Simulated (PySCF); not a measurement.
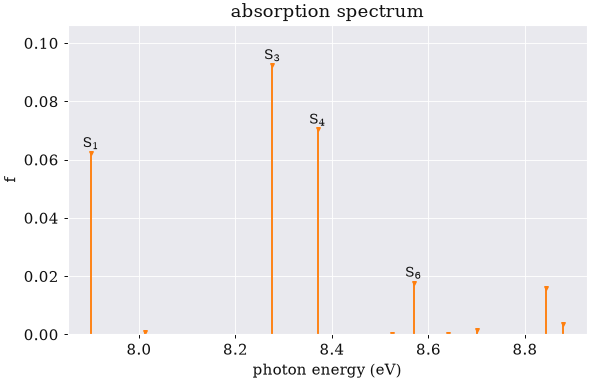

Vertical TDDFT excitations, CAM-B3LYP/def2-SVPD, PySCF, at a PBE0-D3(BJ)/def2-SVP geometry (no frequency check), gas phase. Only the first 10 singlet excitations are included.

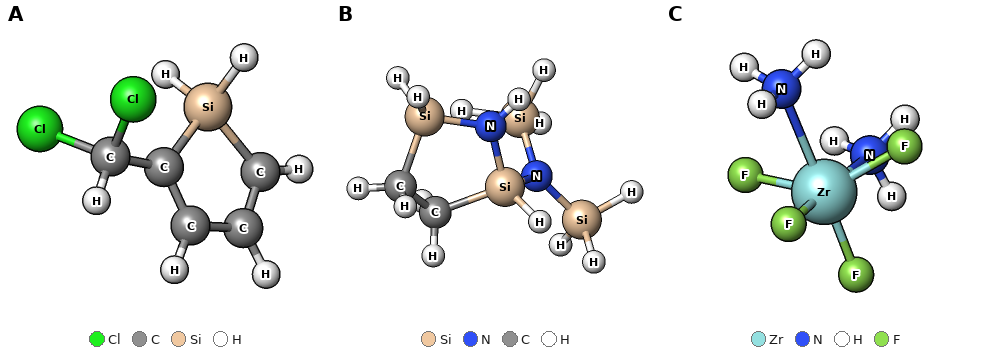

> Whose absorption spectrum is this? The candidates are drawn in the second picture.

Structure C, ZrN₂H₆F₄, singlet. Its lowest singlet lies at 7.90 eV (f = 0.062) and the brightest of those computed is S3 at 8.28 eV (150 nm), f = 0.093, mixed, the largest part being HOMO → LUMO (42 %).

Note: effective core potentials, which hold scalar relativity, on atoms heavier than Kr; core orbitals are frozen in the response.
